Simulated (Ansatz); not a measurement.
System: Cd$_{3}$HgSe$_{4}$.

The calculation's input:

```
crystal:
  lattice:
    - [6.2228092248, 0.0, 0.0]
    - [0.0, 6.2228092248, 0.0]
    - [0.0, 0.0, 6.2228092248]
  atoms:
    - { symbol: Cd, position: [0.0, 0.5, 0.5] }
    - { symbol: Cd, position: [0.5, 0.0, 0.5] }
    - { symbol: Cd, position: [0.5, 0.5, 0.0] }
    - { symbol: Hg, position: [0.0, 0.0, 0.0] }
    - { symbol: Se, position: [0.2519845913, 0.2519845913, 0.7480154087] }
    - { symbol: Se, position: [0.2519845913, 0.7480154087, 0.2519845913] }
    - { symbol: Se, position: [0.7480154087, 0.2519845913, 0.2519845913] }
    - { symbol: Se, position: [0.7480154087, 0.7480154087, 0.7480154087] }
basis:
  ecutwfc: 420
kpoints:
  mp_grid: { grid: [6, 6, 6] }
hamiltonian:
  xc: pbe
scf:
  occupations: { method: gaussian, width: 0.01 }
output:
  forces: true
  stress: true
  eigenvalues: true
  write_density: true
  write_potential: true
  elf: true
  volumetric_format: npy
relax:
  adjacent_minimum: "off"
  f_tol: 0.01
  max_steps: 80
  cell: { stress_tol: 0.05 }
```

Launched as:

```sh
ansatz run input.yaml --threads 1 --pin off --max-ram 2560MiB --backend cpu --events-out ev --progress --plain --runs-dir out
```

Below, planes, directions and counts refer to the conventional cell (a = 6.21 Å, b = 6.21 Å, c = 6.21 Å, α = 90.00°, β = 90.00°, γ = 90.00°).

The fields are those of the run's last geometry, not of the input's.

Space group P-43m; a structure generated by program, which may or may not match a known phase.

Method: DFT PBE, scalar-relativistic, plane waves, PAW in Ansatz 0.2.0.

Question: What can the converged valence pseudo-density and electron localisation function tell about the bonding?

Answer: Cd–Se (2.68 Å): ρ at the midpoint is about 0.36 e/Å³; the ELF is about 0.40 at the midpoint and 0.15 at its lowest between the atoms.
Hg–Se (2.71 Å): ρ is about 0.37 e/Å³ halfway; the ELF is about 0.35 at the midpoint and 0.20 at its lowest between the atoms.

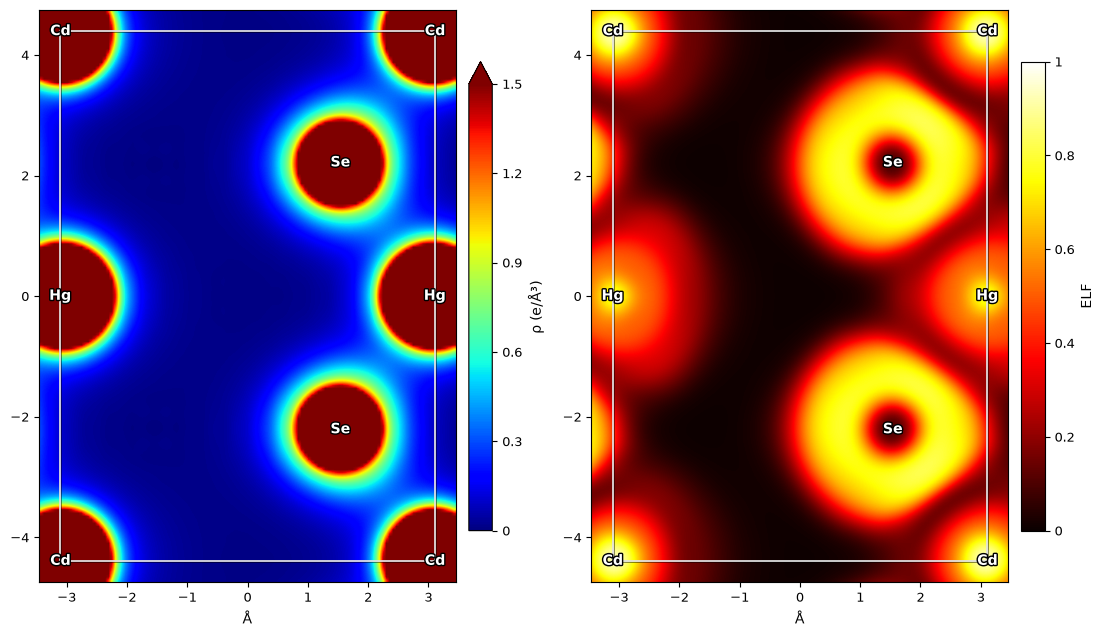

Computed valence pseudo-density and electron localisation function on the (011̄) plane of the conventional cell, in this order. 

The density is the valence pseudo-density of a PAW calculation; it isn't the true density close to the nuclei.
